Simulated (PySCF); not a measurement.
Consider C$_{8}$H$_{2}$F$_{3}$ (SMILES C#CC=[C]C#CC(F)=C(F)F) (doublet).

Input

```
{"job": {"kind": "epr", "basis": "pcH-1"}, "charge": 0, "multiplicity": 2}
C     -3.819426     1.757277     1.239948
C     -3.236516     0.918878     0.606544
C     -2.565794    -0.068040    -0.141568
C     -1.260968    -0.136550    -0.237160
C      0.022318    -0.192388    -0.333759
C      1.264134    -0.275756    -0.408775
C      2.625396    -0.314979    -0.547223
F      3.182956     0.374410    -1.571977
C      3.471254    -0.999371     0.267967
F      4.788496    -1.043412     0.142711
F      3.054079    -1.715513     1.306776
H     -4.330984     2.487036     1.793658
H     -3.199334    -0.791105    -0.649237
```

Run with:

```sh
OMP_NUM_THREADS=1 python probes_run.py task.json out
```

Geometry: GFN2-xTB.

Theory: PySCF 2.14.0, density-fitted response routines, UKS B3LYP, pcH-1 on C F H, non-relativistic, mean-field spin-orbit, GIAO.

Q: What will maps of the electron density, electron localisation function and spin density show?

A: C–F (1.32 Å): ρ at the midpoint is about 2.2 e/Å³, with its minimum of 1.8 e/Å³ about 0.5 Å from C; the ELF peaks at about 0.85 between the atoms (a shared but strongly polarised pair).
C–C (1.25 Å): ρ at the midpoint is about 2.4 e/Å³; the ELF peaks at about 0.90 between the atoms; a short, multiple covalent bond.
C–C (1.29 Å): ρ at the midpoint is about 2.2 e/Å³; the ELF peaks at about 0.90 between the atoms; a short, multiple covalent bond.
C–C (1.36 Å): ρ at the midpoint is about 2.2 e/Å³; the ELF peaks at about 0.95 between the atoms: localised, covalent bonding.
The unpaired spin (1 electron) lies mostly on C4 (about 0.3), C6 (about 0.3) and C9 (about 0.3), in electrons by Hirshfeld's partition.

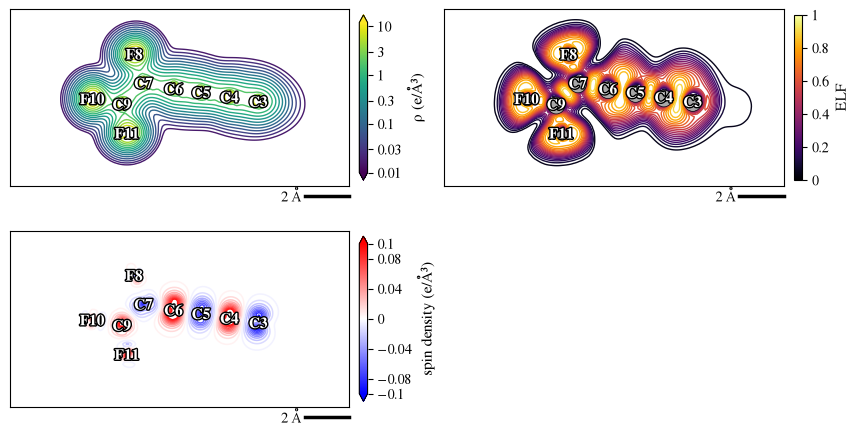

Computed electron density, electron localisation function and spin density on the plane of atoms C7, C9 and F10, in this order. Grey discs cover the atomic cores in the ELF map. 
